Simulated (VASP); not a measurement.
Band structure of GaAs (zinc blende). These are rev-vdW-DF2, VASP's PBE PAW potentials (set 64) (plane waves; VASP 6.6.1) values and carry that method's errors.

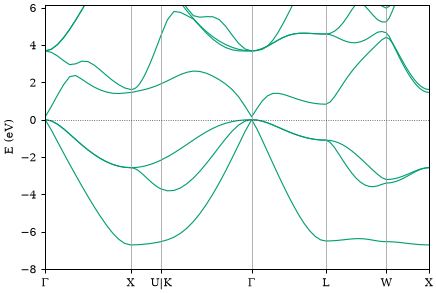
*Bands along high-symmetry lines, zero at the valence-band maximum or, without a gap, the Fermi level*

Read the plot: is there a gap, and where are the band edges?

The gap is direct, 0.15 eV, from the valence maximum at Γ to the conduction minimum at Γ. (Edges off the drawn lines would not show.)

Measured: gap 1.57 eV (computed value off by -1.42 eV), as given by Wei Chen et al., Physical Review Materials (2018), doi:10.1103/physrevmaterials.2.073803 [zero-point renormalisation of 0.05 eV added back (the table's ZPR column)].

The compound is GaAs in the zinc blende structure. It was relaxed first.
